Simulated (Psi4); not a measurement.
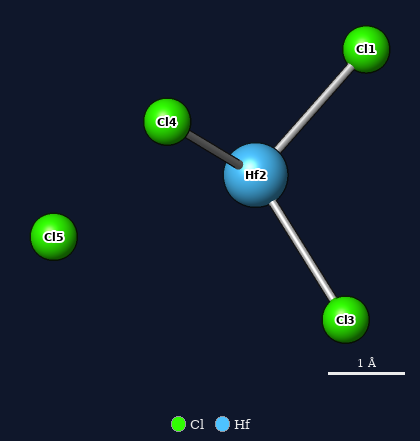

**Figure 1.** The structure as given in the input (ball-and-stick view, seen at a tilt; atoms are numbered from 1 in the order of the input). Sticks mark near contacts. Bond lengths as drawn: Cl–Hf 2.32 Å.

Single-point calculation of HfCl₄

The run: single-point calculation of HfCl₄. Method and program: B3LYP/def2-SVP, RKS, dispersion D3(BJ), core potentials def2 (Psi4 1.11).

### The input (job.dat)
```
memory 1600 mb

molecule geom {
  0 1
  Cl    -0.574418    -1.940128     2.753714
  Hf    -0.524378    -1.721638     0.446694
  Cl     0.981762    -3.243368    -0.441376
  Cl    -2.636688    -2.133238    -0.414086
  Cl     0.655730     2.151940    -0.558290
  symmetry c1
}


E, wfn = energy('b3lyp-d3bj2b/def2-SVP', return_wfn=True)
```

Launch command:
```bash
psi4 job.dat job.out -n 1
```

### What the program printed
```
Psi4 1.11 release

   => Loading Basis Set <=

    Name: DEF2-SVP
    Role: ORBITAL
    Keyword: BASIS

    !!!  WARNING: ECP capability is in beta. Please check occupations closely.  !!!

   => B3LYP-D3(BJ): Empirical Dispersion <=

        s6 =       1.000000
        s8 =       1.988900
        a1 =       0.398100
        a2 =       4.421100

         ---------------------------------------------------------
                                   SCF
                              RKS Reference
                        1 Threads,   1525 MiB Core
         ---------------------------------------------------------

  ==> Geometry <==

    Molecular point group: c1
    Full point group: C1

    Geometry (in Angstrom), charge = 0, multiplicity = 1:

       Center              X                  Y                   Z               Mass
    ------------   -----------------  -----------------  -----------------  -----------------
         CL          -0.107322218956    -0.406744428812     2.355873970393    34.968852682000
         HF          -0.057282218956    -0.188254428812     0.048853970393   179.946557000000
         CL           1.448857781044    -1.709984428812    -0.839216029607    34.968852682000
         CL          -2.169592218956    -0.599854428812    -0.811926029607    34.968852682000
         CL           1.122825781044     3.685323571188    -0.956130029607    34.968852682000

  Running in c1 symmetry.

  Rotational constants: A =      0.03365  B =      0.01855  C =      0.01855 [cm^-1]
  Rotational constants: A =   1008.76065  B =    556.18880  C =    556.14425 [MHz]
  Nuclear repulsion =  371.672999193106818

  Charge       = 0
  Multiplicity = 1
  Electrons    = 80
  Nalpha       = 40
  Nbeta        = 40

  ==> Algorithm <==

  SCF Algorithm Type is DF.
  DIIS enabled.
  MOM disabled.
  Fractional occupation disabled.
  Guess Type is SAD.
  Energy threshold   = 1.00e-06
  Density threshold  = 1.00e-06
  Integral threshold = 1.00e-12

  ==> Primary Basis <==

  Basis Set: DEF2-SVP
    Blend: DEF2-SVP
    Number of shells: 44
    Number of basis functions: 104
    Number of Cartesian functions: 113
    Spherical Harmonics?: true
    Max angular momentum: 3

  Core potential: DEF2-SVP
    Number of shells: 4
    Number of ECP primitives: 10
    Number of ECP core electrons: 60
    Max angular momentum: 3

  ==> DFT Potential <==

   => LibXC <=

    Version 7.1.2

   => Composite Functional: B3LYP-D3BJ2B <=

    B3LYP-d3bj2b Hyb-GGA Exchange-Correlation Functional

    Deriv               =              1
    GGA                 =           TRUE
    Meta                =          FALSE

    Exchange Hybrid     =           TRUE
    MP2 Hybrid          =          FALSE

   => Exchange Functionals <=

    0.0800   Slater exchange
    0.7200         Becke 88

   => Exact (HF) Exchange <=

    0.2000               HF

   => Correlation Functionals <=

    0.1900   Vosko, Wilk & Nusair (VWN5_RPA)
    0.8100   Lee, Yang & Parr

   => LibXC Density Thresholds  <==

    XC_HYB_GGA_XC_B3LYP:  1.00E-15

   => Molecular Quadrature <=

    Radial Scheme          =       TREUTLER
    Pruning Scheme         =           NONE
    Nuclear Scheme         =       TREUTLER

    Blocking Scheme        =         OCTREE
    BS radius alpha        =              1
    Pruning alpha          =              1
    Radial Points          =             75
    Spherical Points       =            302
    Total Points           =         108980
    Total Blocks           =            963
    Max Points             =            254
    Max Functions          =             88
    Weights Tolerance      =       1.00E-15

   => Loading Basis Set <=

    Name: (DEF2-SVP AUX)
    Role: JKFIT
    Keyword: DF_BASIS_SCF

  ==> Integral Setup <==

  DFHelper Memory: AOs need 0.058 GiB; user supplied 0.927 GiB.
  SCF_SUBTYPE=INCORE selected. In-core MEM_DF algorithm will be used.
  Using in-core AOs.

  ==> MemDFJK: Density-Fitted J/K Matrices <==

    J tasked:                   Yes
    K tasked:                   Yes
    wK tasked:                   No
    Memory [MiB]:               949
    Algorithm:                 Core
    Schwarz Cutoff:           1E-12
    Mask sparsity (%):      14.2382
    Fitting Condition:        1E-10

   => Auxiliary Basis Set <=

  Basis Set: (DEF2-SVP AUX)
    Blend: DEF2-UNIVERSAL-JKFIT
    Number of shells: 197
    Number of basis functions: 739
    Number of Cartesian functions: 961
    Spherical Harmonics?: true
    Max angular momentum: 6

  Cached 100.0% of DFT collocation blocks in 0.191 [GiB].

  Minimum eigenvalue in the overlap matrix is 1.1601241333E-02.
  Reciprocal condition number of the overlap matrix is 3.0819097649E-03.
    Using symmetric orthogonalization.

  ==> Pre-Iterations <==

  SCF Guess: Superposition of Atomic Densities via on-the-fly atomic UHF (no occupation information).

   -------------------------
    Irrep   Nso     Nmo
   -------------------------
     A        104     104
   -------------------------
    Total     104     104
   -------------------------

  ==> Iterations <==

                           Total Energy        Delta E     RMS |[F,P]|

   @DF-RKS iter SAD: -1888.00150692128864   -1.88800e+03   0.00000e+00
   @DF-RKS iter   1: -1888.26386015423327   -2.62353e-01   5.36870e-03 ADIIS/DIIS
   @DF-RKS iter   2: -1878.02411914935828    1.02397e+01   2.39868e-02 ADIIS/DIIS
   @DF-RKS iter   3: -1888.41584844855788   -1.03917e+01   3.04459e-03 ADIIS/DIIS
   @DF-RKS iter   4: -1882.72225475693381    5.69359e+00   2.50851e-02 ADIIS/DIIS
   @DF-RKS iter   5: -1887.82099558927507   -5.09874e+00   9.78719e-03 ADIIS/DIIS
   @DF-RKS iter   6: -1888.40989290930861   -5.88897e-01   2.89392e-03 ADIIS/DIIS
   @DF-RKS iter   7: -1888.48066066695014   -7.07678e-02   9.79901e-04 ADIIS/DIIS
   @DF-RKS iter   8: -1888.48763832739132   -6.97766e-03   4.74704e-04 ADIIS/DIIS
   @DF-RKS iter   9: -1888.49003945116056   -2.40112e-03   9.81742e-05 DIIS
   @DF-RKS iter  10: -1888.49014066193899   -1.01211e-04   1.13172e-05 DIIS
   @DF-RKS iter  11: -1888.49014178419907   -1.12226e-06   2.99614e-06 DIIS
   @DF-RKS iter  12: -1888.49014186262752   -7.84285e-08   1.35021e-06 DIIS
   @DF-RKS iter  13: -1888.49014188672595   -2.40984e-08   2.69704e-07 DIIS
  Energy and wave function converged.

  ==> Post-Iterations <==

   Electrons on quadrature grid:
      Ntotal   =   79.9999673358 ; deviation = -3.266e-05

    Orbital Energies [Eh]
    ---------------------

    Doubly Occupied:

       1A   -101.564727     2A   -101.564700     3A   -101.564690
       4A   -101.409087     5A     -9.519704     6A     -9.519687
       7A     -9.519678     8A     -9.359400     9A     -7.283574
      10A     -7.283548    11A     -7.283527    12A     -7.281372
      13A     -7.281349    14A     -7.281343    15A     -7.280920
      16A     -7.280912    17A     -7.280891    18A     -7.127520
      19A     -7.119507    20A     -7.119507    21A     -2.613180
      22A     -1.454385    23A     -1.454381    24A     -1.451668
      25A     -0.873102    26A     -0.863059    27A     -0.863046
      28A     -0.690576    29A     -0.454656    30A     -0.436727
      31A     -0.436714    32A     -0.414177    33A     -0.414174
      34A     -0.405046    35A     -0.391030    36A     -0.391028
      37A     -0.380682    38A     -0.244401    39A     -0.227651
      40A     -0.227651

    Virtual:

      41A     -0.169564    42A     -0.142742    43A     -0.142733
      44A     -0.103462    45A     -0.103451    46A     -0.064528
      47A     -0.004813    48A      0.016482    49A      0.016485
      50A      0.080720    51A      0.134113    52A      0.134121
      53A      0.158203    54A      0.162568    55A      0.162572
      56A      0.386821    57A      0.430488    58A      0.430501
      59A      0.468736    60A      0.520528    61A      0.520538
      62A      0.522507    63A      0.559244    64A      0.565518
      65A      0.565532    66A      0.591260    67A      0.614824
      68A      0.614839    69A      0.648062    70A      0.709783
      71A      0.714544    72A      0.714566    73A      0.729099
      74A      0.729106    75A      0.743635    76A      0.775782
      77A      0.775806    78A      0.830517    79A      0.831850
      80A      0.832203    81A      0.832207    82A      0.865215
      83A      0.867254    84A      0.867255    85A      0.877003
      86A      0.877043    87A      0.942446    88A      0.942502
      89A      0.958717    90A      0.958718    91A      0.980898
      92A      1.031104    93A      1.045909    94A      1.045919
      95A      1.059276    96A      1.062720    97A      1.068181
      98A      1.068236    99A      1.174020   100A      1.348214
     101A      1.348257   102A      1.447562   103A     70.888332
     104A    705.439138

    Final Occupation by Irrep:
              A
    DOCC [    40 ]
    NA   [    40 ]
    NB   [    40 ]

  @DF-RKS Final Energy: -1888.49014188672595

   => Energetics <=

    Nuclear Repulsion Energy =            371.6729991931068184
    One-Electron Energy =               -3360.9613905399442046
    Two-Electron Energy =                1196.6871444449534465
    DFT Exchange-Correlation Energy =     -95.8771919223316758
    Empirical Dispersion Energy =          -0.0117030625104928
    VV10 Nonlocal Energy =                  0.0000000000000000
    Total Energy =                      -1888.4901418867259508

Computation Completed

Properties will be evaluated at   0.000000,   0.000000,   0.000000 [a0]

Properties computed using the SCF density matrix

 Multipole Moments:

 ------------------------------------------------------------------------------------
     Multipole            Electronic (a.u.)      Nuclear  (a.u.)        Total (a.u.)
 ------------------------------------------------------------------------------------

 L = 1.  Multiply by 2.5417464519 to convert [e a0] to [Debye]
 Dipole X            :         -8.9545115            8.1705871           -0.7839244
 Dipole Y            :        -29.4251900           26.8521233           -2.5730667
 Dipole Z            :          7.6360200           -6.9684036            0.6676165
 Magnitude           :                                                    2.7714475

 ------------------------------------------------------------------------------------

	total time  =          6 seconds =       0.10 minutes

    Psi4 run time: 0:00:05.87
```

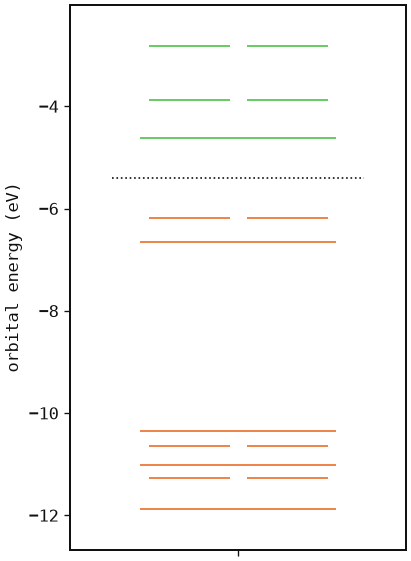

**Figure 2.** Orbital energies near the frontier; the dotted line parts filled from empty levels, and levels within 0.02 eV of each other stand side by side. Highest filled −6.19 eV, lowest empty −4.61 eV, 1.58 eV apart.

### Summary

- outcome: converged
- total energy: −1888.490142 hartree
- dispersion energy: −0.011703 hartree
- basis functions: 104
- HOMO: −6.19 eV
- LUMO: −4.61 eV
- dipole moment: 7.04 D
- hardware: 1 thread of Intel Xeon (Granite Rapids), 32 GiB of memory available, shared host
- wall time: 6.9 s
- peak memory: 0.49 GiB
